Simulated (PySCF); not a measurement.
```yaml
atoms:
  - { symbol: Cu, position_ang: [0.0000, 0.0000, -0.7483] }
  - { symbol: Cl, position_ang: [0.0000, 0.0000, 1.3467] }
```

These are results of PBE0/def2-TZVPPD, non-relativistic Hamiltonian with scalar-relativistic core potentials where named, at a bond length of 2.095 Å in PySCF, not measurements.

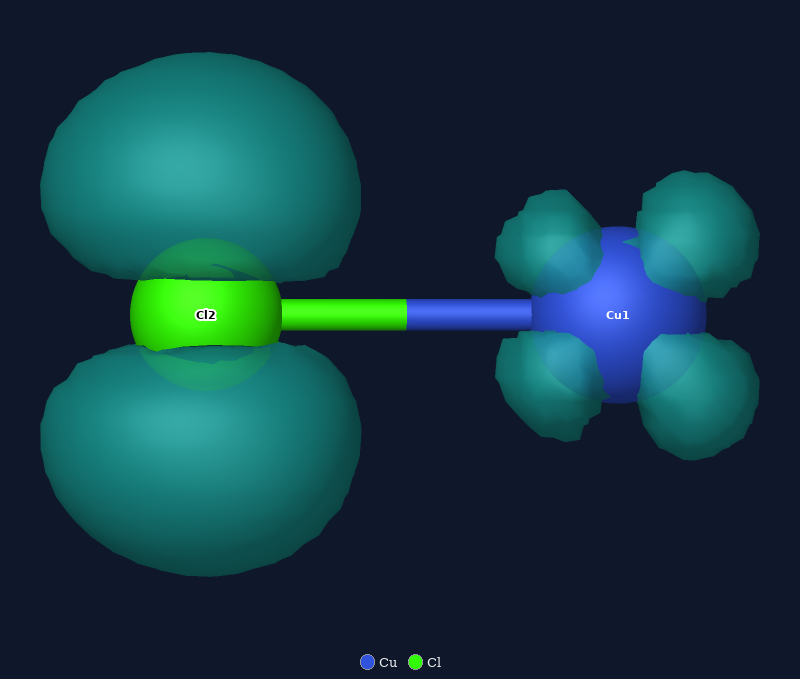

CuCl (charge +1, doublet). Isosurfaces of the spin density (α minus β) at +0.05 (teal) and −0.05 e/Å³ (pink), seen from one side.

Where is the unpaired spin?

Answer. The unpaired spin (1 electron) lies mostly on Cl2 (about 0.7) and Cu1 (about 0.3), in electrons by Hirshfeld's partition. Only one sign reaches the isovalue.
